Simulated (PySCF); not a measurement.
**C$_{5}$H$_{10}$BCl: density, localisation and related maps**

Input file:

```
{"job": {"kind": "nmr", "xc": "PBE0", "basis": "pcSseg-1"}, "charge": 0, "multiplicity": 1}
B      2.992145    -0.759010     0.290161
C      1.493611    -0.622407     0.612534
C      0.609182    -0.052504    -0.213092
C     -0.857449     0.104601     0.053023
C     -1.217877     1.593281     0.114380
C     -1.670546    -0.564206    -1.053760
Cl    -1.362274    -2.321665    -1.089996
H      3.410627    -0.322427    -0.711292
H      3.713325    -1.288845     1.042829
H      1.101790    -1.010990     1.547954
H      0.941051     0.348622    -1.163124
H     -1.110276    -0.365367     1.008872
H     -1.004153     2.076368    -0.836446
H     -0.635441     2.083994     0.890222
H     -2.274320     1.720342     0.339039
H     -2.740090    -0.433340    -0.890053
H     -1.396303    -0.174416    -2.034367
```

Launched as:

```sh
OMP_NUM_THREADS=1 python probes_run.py task.json out
```

Geometry: GFN2-xTB.

The calculation used PySCF 2.14.0, PBE0/pcSseg-1, SCF density, gas phase, non-relativistic.

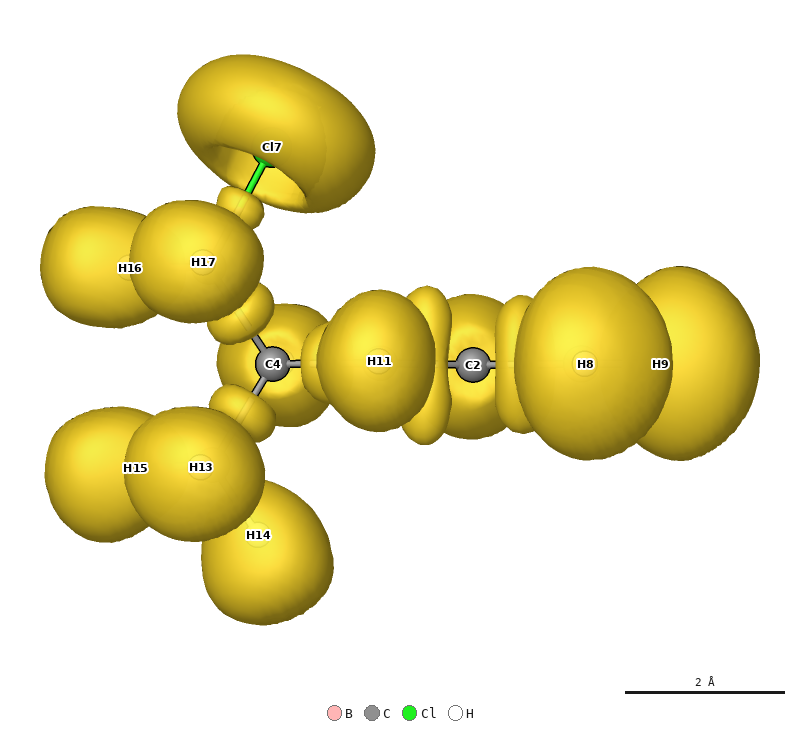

Figure 1. Isosurface of the electron localisation function at 0.8 (yellow), seen across its widest extent. Only the valence region is drawn (cores and ρ < 0.01 e/Å³ removed).

### Identify the bonds, lone pairs and shells in this picture.

At this value the surface marks out one region between bonded B–C atoms (shared pairs), four regions between bonded C–C atoms (shared pairs), one region between bonded C–Cl atoms (shared pairs), ten regions around hydrogen nuclei and one ring or bowl of non-bonding electrons around Cl. Along the contacts the grid gives the following. C–C (1.34 Å): the ELF peaks at about 0.95 between the atoms (a multiple bond). C–B (1.54 Å): the ELF peaks at about 1 between the atoms: a covalent bond.

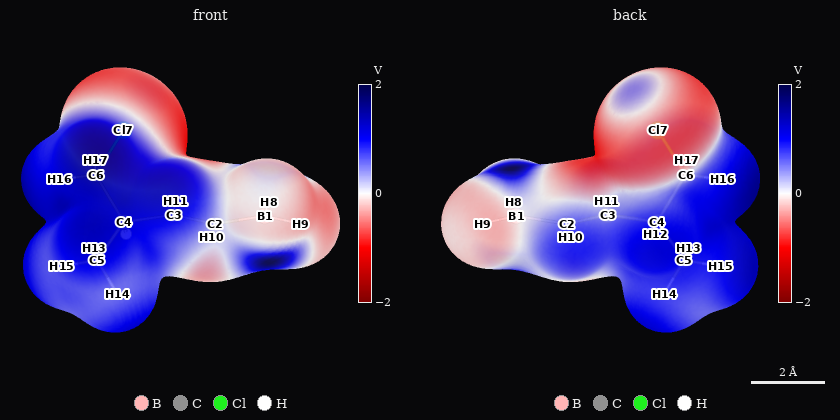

Figure 2. The molecular electrostatic potential painted on the density surface at 0.004 e/bohr³, seen from the front and from behind; the colour scale runs from red (negative) to blue (positive).

### Where is the surface potential most negative and most positive?

The most negative region (about −0.9 V) lies over Cl7, the most positive (about +1.9 V) over B1. Cl7 shows a σ-hole: about +0.4 V at the tip opposite its bond, against about −0.7 V on its flanks.

### What dipole moment does the calculation give?

Its dipole moment is 3.13 D.
